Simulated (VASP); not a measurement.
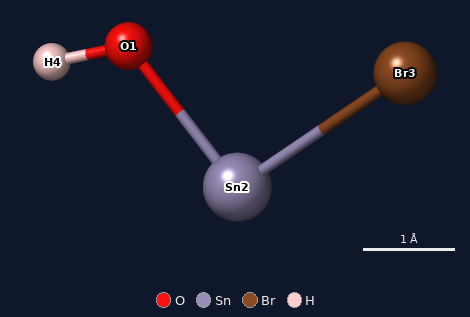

Fig. 1: The structure as given in the input (ball-and-stick view of the molecule without its box, seen at a tilt; atoms are numbered from 1 in the order of the input). Bond lengths as drawn: Br–Sn 2.52 Å, H–O 0.96 Å and O–Sn 1.97 Å.

SnHBrO: ELF calculation

The run: ELF calculation of SnHBrO (4 atoms in the cell). Method and program: Kohn-Sham DFT of a periodic cell, PBE, VASP PAW PBE potentials, recommended, no spin polarisation (VASP 6.6.1).

**OSZICAR**
```
N       E                     dE             d eps       ncg     rms          rms(c)
DAV:   1     0.237428840777E+03    0.23743E+03   -0.93094E+03    44   0.968E+02
DAV:   2     0.452968717047E+02   -0.19213E+03   -0.18956E+03    70   0.213E+02
DAV:   3    -0.151903008416E+02   -0.60487E+02   -0.60436E+02    46   0.107E+02
DAV:   4    -0.194730253365E+02   -0.42827E+01   -0.42737E+01    38   0.349E+01
DAV:   5    -0.195709130329E+02   -0.97888E-01   -0.97696E-01    40   0.666E+00    0.957E+00
DAV:   6    -0.167598296497E+02    0.28111E+01   -0.14674E+01    46   0.336E+01    0.406E+00
DAV:   7    -0.166979878776E+02    0.61842E-01   -0.95311E-01    36   0.646E+00    0.255E+00
DAV:   8    -0.166110898983E+02    0.86898E-01   -0.30917E-01    46   0.480E+00    0.698E-01
DAV:   9    -0.165973867211E+02    0.13703E-01   -0.81514E-02    46   0.273E+00    0.302E-01
DAV:  10    -0.166009103942E+02   -0.35237E-02   -0.13385E-02    36   0.105E+00    0.152E-01
DAV:  11    -0.166015874905E+02   -0.67710E-03   -0.40860E-03    38   0.524E-01    0.956E-02
DAV:  12    -0.166065994603E+02   -0.50120E-02   -0.37599E-03    36   0.311E-01    0.736E-02
DAV:  13    -0.166102974082E+02   -0.36979E-02   -0.19509E-03    52   0.373E-01    0.437E-02
DAV:  14    -0.166133309911E+02   -0.30336E-02   -0.11400E-03    52   0.290E-01    0.413E-02
DAV:  15    -0.166150598990E+02   -0.17289E-02   -0.64253E-04    52   0.192E-01    0.134E-02
DAV:  16    -0.166159307584E+02   -0.87086E-03   -0.14862E-04    46   0.700E-02    0.154E-02
DAV:  17    -0.166166492321E+02   -0.71847E-03   -0.74086E-05    46   0.454E-02    0.496E-03
DAV:  18    -0.166168296504E+02   -0.18042E-03   -0.10352E-05    46   0.231E-02    0.380E-03
DAV:  19    -0.166170262936E+02   -0.19664E-03   -0.19450E-05    44   0.175E-02    0.240E-03
DAV:  20    -0.166170723375E+02   -0.46044E-04   -0.31920E-06    38   0.875E-03    0.199E-03
DAV:  21    -0.166170964649E+02   -0.24127E-04   -0.23006E-06    36   0.794E-03    0.714E-04
DAV:  22    -0.166170995972E+02   -0.31323E-05   -0.11321E-07    36   0.215E-03    0.599E-04
DAV:  23    -0.166171029921E+02   -0.33949E-05   -0.12096E-07    36   0.179E-03    0.259E-04
DAV:  24    -0.166171042729E+02   -0.12808E-05   -0.64384E-08    36   0.141E-03    0.189E-04
DAV:  25    -0.166171045926E+02   -0.31977E-06   -0.72101E-09    36   0.540E-04
   1 F= -.16617105E+02 E0= -.16617105E+02  d E =-.790790E-58
```

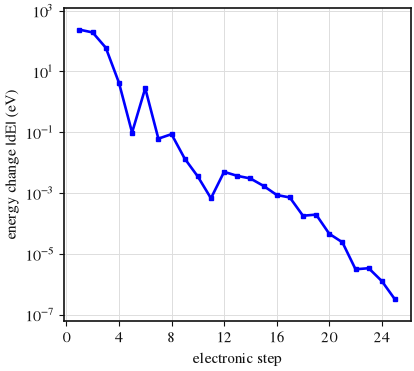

Fig. 2: Convergence of the self-consistent field: energy change |dE| against the electronic step. It takes 25 electronic steps. The density is held fixed in the first few steps, and dE rises again when its update begins.

**Parts of OUTCAR**
```
SYSTEM = SnHBrO
   EDIFF = 1E-6
   ENCUT = 520
   GGA = PE
   ISIF = 2
   ISMEAR = 0
   LASPH = .TRUE.
   LREAL = .FALSE.
   NELM = 100
   PREC = Accurate

 ion  position               nearest neighbor table
   1  0.435  0.553  0.439-   4 0.96   2 1.97
   2  0.444  0.452  0.587-   1 1.97   3 2.52
   3  0.636  0.424  0.574-   2 2.52
   4  0.366  0.580  0.419-   1 0.96

  LATTYP: Found a simple tetragonal cell.
 ALAT       =    11.0000000000
 C/A-ratio  =     1.1818181818

  Lattice vectors:

 A1 = (   0.0000000000,  11.0000000000,   0.0000000000)
 A2 = (   0.0000000000,   0.0000000000,  11.0000000000)
 A3 = (  13.0000000000,   0.0000000000,   0.0000000000)

Analysis of symmetry for initial positions (statically):
=====================================================================
 Subroutine PRICEL returns:
 Original cell was already a primitive cell.

 Routine SETGRP: Setting up the symmetry group for a
 simple tetragonal supercell.

 Subroutine GETGRP returns: Found  1 space group operations
 (whereof  1 operations were pure point group operations)
 out of a pool of 16 trial point group operations.

The static configuration has the point symmetry C_1 .

Analysis of symmetry for dynamics (positions and initial velocities):
=====================================================================
 Subroutine PRICEL returns:
 Original cell was already a primitive cell.

 Routine SETGRP: Setting up the symmetry group for a
 simple tetragonal supercell.

 Subroutine GETGRP returns: Found  1 space group operations
 (whereof  1 operations were pure point group operations)
 out of a pool of 16 trial point group operations.

The dynamic configuration has the point symmetry C_1 .

 Subroutine INISYM returns: Found  1 space group operations
 (whereof  1 operations are pure point group operations),
 and found     1 'primitive' translations

----------------------------------------------------------------------------------------

                                     Primitive cell

  volume of cell :    1573.0000

  direct lattice vectors                    reciprocal lattice vectors
    13.000000000  0.000000000  0.000000000     0.076923077  0.000000000  0.000000000
     0.000000000 11.000000000  0.000000000     0.000000000  0.090909091  0.000000000
     0.000000000  0.000000000 11.000000000     0.000000000  0.000000000  0.090909091

  length of vectors
    13.000000000 11.000000000 11.000000000     0.076923077  0.090909091  0.090909091

  position of ions in fractional coordinates (direct lattice)
     0.434719230  0.553000000  0.439150000
     0.443757690  0.452463640  0.587486360
     0.635526920  0.424018180  0.574068180
     0.366473080  0.579800000  0.418695450

  ion indices of the primitive-cell ions
   primitive index   ion index
                 1           1
                 2           2
                 3           3
                 4           4

----------------------------------------------------------------------------------------

 KPOINTS: k-points

Automatic generation of k-mesh.
 Grid dimensions read from file:
 generate k-points for:    1    1    1

 Generating k-lattice:

  Cartesian coordinates                     Fractional coordinates (reciprocal lattice)
     0.076923077  0.000000000  0.000000000     1.000000000  0.000000000  0.000000000
     0.000000000  0.090909091  0.000000000     0.000000000  1.000000000  0.000000000
     0.000000000  0.000000000  0.090909091     0.000000000  0.000000000  1.000000000

  Length of vectors
     0.076923077  0.090909091  0.090909091

  Shift w.r.t. Gamma in fractional coordinates (k-lattice)
     0.000000000  0.000000000  0.000000000

 Subroutine IBZKPT returns following result:
 ===========================================

 Found      1 irreducible k-points:

 Following reciprocal coordinates:
            Coordinates               Weight
  0.000000  0.000000  0.000000      1.000000
   k-points           NKPTS =      1   k-points in BZ     NKDIM =      1   number of bands    NBANDS=     18
   number of dos      NEDOS =    301   number of ions     NIONS =      4
   total plane-waves  NPLWV = 691488
   dimension x,y,z NGX =    98 NGY =   84 NGZ =   84
   dimension x,y,z NGXF=   196 NGYF=  168 NGZF=  168
   ions per type =               1   1   1   1
   NGX,Y,Z   is equivalent  to a cutoff of  12.53, 12.70, 12.70 a.u.
   NGXF,Y,Z  is equivalent  to a cutoff of  25.06, 25.39, 25.39 a.u.
 SYSTEM =  SnHBrO
   PREC   = accura    normal or accurate (medium, high low for compatibility)
   ISTART =      0    job   : 0-new  1-cont  2-samecut
   ICHARG =      2    charge: 1-file 2-atom 10-const
   ISPIN  =      1    spin polarized calculation?
   LNONCOLLINEAR =      F non collinear calculations
   LSORBIT =      F    spin-orbit coupling
   LASPH  =      T    aspherical Exc in radial PAW
   ENCUT  =  520.0 eV  38.22 Ry    6.18 a.u.  24.17 20.45 20.45*2*pi/ulx,y,z
   NELM   =    100;   NELMIN=  2; NELMDL= -5     # of ELM steps
   EDIFF  = 0.1E-05   stopping-criterion for ELM
   LREAL  =      F    real-space projection
   EDIFFG = 0.1E-04   stopping-criterion for IOM
   NSW    =      0    number of steps for IOM
   IBRION =     -1    ionic relax: 0-MD 1-quasi-New 2-CG
   NFREE  =      0    steps in history (QN), initial steepest desc. (CG)
   ISIF   =      2    stress and relaxation
   ISYM   =      2    0-nonsym 1-usesym 2-fastsym
   POTIM  = 0.5000    time-step for ionic-motion
   TEBEG  =    0.0;   TEEND  =   0.0 temperature during run
   PSTRESS=    0.0 pullay stress
   NELECT =      28.0000    total number of electrons
   NUPDOWN=      -1.0000    fix difference up-down
   EMIN   =  10.00;   EMAX   =-10.00  energy-range for DOS
   EFERMI =   0.00;   METHOD = LEGACY
   ISMEAR =     0;   SIGMA  =   0.01  broadening in eV -4-tet -1-fermi 0-gaus
   EFERMI_NEDOS =   21; number of points for ismear=-14 and -15
   IALGO  =     38    algorithm
   IMIX   =      4    mixing-type and parameters
     AMIX     =   0.40;   BMIX     =  1.00
     AMIX_MAG =   1.60;   BMIX_MAG =  1.00
  volume/ion in A,a.u.               =     393.25      2653.78
  Fermi-wavevector in a.u.,A,eV,Ry     =   0.427449  0.807762  2.485960  0.182713
  Thomas-Fermi vector in A             =   1.394107
   LORBIT       =      0    0 simple, 1 ext, 2 COOP (PROOUT), +10 PAW based schemes
   GGA     = PE    functional components
   LHFCALC =     F    Hartree Fock is set to
   AEXX    =    0.0000 exact exchange contribution
   IVDW    =     0    specifies the selected vdW correction
   LEPSILON=     F    determine dielectric tensor
   LRPA    =     F    only Hartree local field effects (RPA)
 non-spin polarized calculation
 Gauss-broadening in eV      SIGMA  =   0.01
  energy-cutoff  :      520.00
  volume of cell :     1573.00
 maximum number of plane-waves:     21209
 NGX is ok and might be reduce to    98
   NGX = 49   NGY = 41   NGZ = 41

 number of electron      28.0000002 magnetization

 Free energy of the ion-electron system (eV)
  ---------------------------------------------------
  ext. energy  EPLUGINS =         0.00000000
  ---------------------------------------------------
  free energy    TOTEN  =       -16.61710459 eV

  energy without entropy =      -16.61710459  energy(sigma->0) =      -16.61710459

 E-fermi :  -5.9191     XC(G=0):  -0.9813     alpha+bet : -0.4282

 val. band max:       -6.0324666488   @ k =   0.0000   0.0000   0.0000
 cond. band min:      -2.8971590372   @ k =   0.0000   0.0000   0.0000
 fundamental gap:      3.1353076116
 Fermi energy:        -5.9190615683

 k-point     1 :       0.0000    0.0000    0.0000
  band No.  band energies     occupation
      1     -26.2666      2.00000
      2     -26.0110      2.00000
      3     -25.9793      2.00000
      4     -25.8829      2.00000
      5     -25.7435      2.00000
      6     -23.5874      2.00000
      7     -18.8656      2.00000
      8     -12.3559      2.00000
      9      -9.8070      2.00000
     10      -7.9925      2.00000
     11      -7.4115      2.00000
     12      -6.6088      2.00000
     13      -6.5644      2.00000
     14      -6.0325      2.00000
     15      -2.8972      0.00000
     16      -1.2318      0.00000
     17      -0.7213      0.00000
     18      -0.1661      0.00000

------------------------ aborting loop because EDIFF is reached ----------------------------------------

  FORCE on cell =-STRESS in cart. coord.  units (eV):
  Direction    XX          YY          ZZ          XY          YZ          ZX
  --------------------------------------------------------------------------------------
  -------------------------------------------------------------------------------------
  Total        1.1096958      0.4647643      0.9315661     -0.3141631     -0.6838231      0.1717159
  in kB        1.1302794      0.4733851      0.9488455     -0.3199905     -0.6965072      0.1749011
  external PRESSURE =       0.8508367 kB  Pullay stress =       0.0000000 kB

 VOLUME and BASIS-vectors are now :
 -----------------------------------------------------------------------------
  energy-cutoff  :      520.00
  volume of cell :     1573.00
      direct lattice vectors                 reciprocal lattice vectors
    13.000000000  0.000000000  0.000000000     0.076923077  0.000000000  0.000000000
     0.000000000 11.000000000  0.000000000     0.000000000  0.090909091  0.000000000
     0.000000000  0.000000000 11.000000000     0.000000000  0.000000000  0.090909091

 POSITION                                       TOTAL-FORCE (eV/Angst)
 -----------------------------------------------------------------------------------
      5.65135      6.08300      4.83065         0.525332      0.193015     -0.420312
      5.76885      4.97710      6.46235        -0.215894     -0.359770      0.594794
      8.26185      4.66420      6.31475         0.271688     -0.034980     -0.015303
      4.76415      6.37780      4.60565        -0.581126      0.201735     -0.159178
 -----------------------------------------------------------------------------------
    total drift:                                0.000214     -0.000002     -0.000858

  FREE ENERGIE OF THE ION-ELECTRON SYSTEM (eV)
  ---------------------------------------------------
  free  energy   TOTEN  =       -16.6171045926 eV

  energy  without entropy=      -16.6171045926  energy(sigma->0) =      -16.61710459
```

**CONTCAR**
```
SnHBrO
   1.00000000000000
    13.0000000000000000    0.0000000000000000    0.0000000000000000
     0.0000000000000000   11.0000000000000000    0.0000000000000000
     0.0000000000000000    0.0000000000000000   11.0000000000000000
  O               Sn              Br              H
     1     1     1     1
Direct
     0.4347192299999989    0.5529999999999973    0.4391499999999979
     0.4437576899999982    0.4524636399999977    0.5874863599999998
     0.6355269199999967    0.4240181799999974    0.5740681799999976
     0.3664730799999987    0.5797999999999988    0.4186954500000013

  0.00000000E+00  0.00000000E+00  0.00000000E+00
  0.00000000E+00  0.00000000E+00  0.00000000E+00
  0.00000000E+00  0.00000000E+00  0.00000000E+00
  0.00000000E+00  0.00000000E+00  0.00000000E+00
```

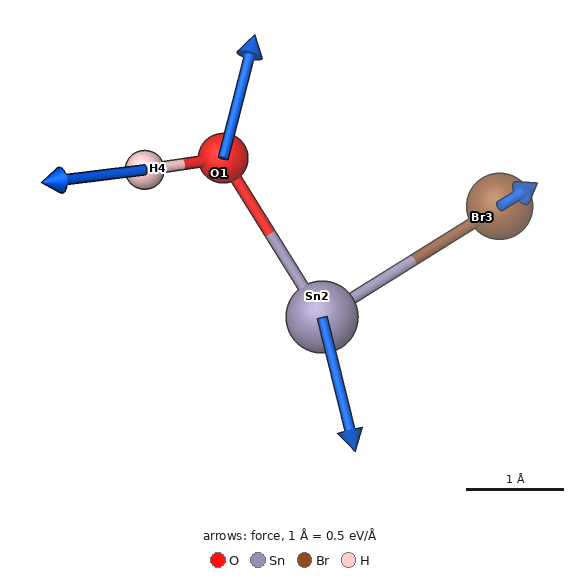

Fig. 3: Forces on the atoms as blue arrows (ball-and-stick view of the molecule without its box, seen at a tilt; atoms are numbered from 1 in the order of the input). The largest act on Sn2 (0.73 eV/Å); O1 (0.70 eV/Å); H4 (0.64 eV/Å); Br3 (0.27 eV/Å). The geometry is not a stationary point of this energy.

This output came from the following input.

**INCAR**
```
SYSTEM = SnHBrO
ALGO = Normal
EDIFF = 1E-6
ENCUT = 520
GGA = PE
ISIF = 2
ISMEAR = 0
LASPH = .TRUE.
LCHARG = .TRUE.
LELF = .TRUE.
LREAL = .FALSE.
LWAVE = .FALSE.
NELM = 100
PREC = Accurate
SIGMA = 0.01
```

**KPOINTS**
```
k-points
0
G
  1 1 1
  0 0 0
```

**POSCAR**
```
SnHBrO
1.0
   13.0000000000      0.0000000000      0.0000000000
    0.0000000000     11.0000000000      0.0000000000
    0.0000000000      0.0000000000     11.0000000000
O Sn Br H
1 1 1 1
Direct
    0.4347192300      0.5530000000      0.4391500000
    0.4437576900      0.4524636400      0.5874863600
    0.6355269200      0.4240181800      0.5740681800
    0.3664730800      0.5798000000      0.4186954500
```

Command:
```bash
cat potpaw_PBE.64/O/POTCAR potpaw_PBE.64/Sn_d/POTCAR potpaw_PBE.64/Br/POTCAR potpaw_PBE.64/H/POTCAR > POTCAR
mpirun -np 1 vasp_gam > vasp.out
```

**Summary**

| quantity | value |
| --- | --- |
| outcome | converged |
| electrons treated | 28 |
| free energy | −16.6171 eV |
| Fermi energy of the self-consistent step | −5.919 eV |
| gap on the k-point mesh | 3.14 eV |
| largest force (length of the vector) | 0.728 eV/Å |
| hardware | 1 thread of Intel Xeon (Emerald Rapids), 450 GiB of memory available, shared host |
| wall time | 2.9 min |
| peak memory | 1.2 GiB |
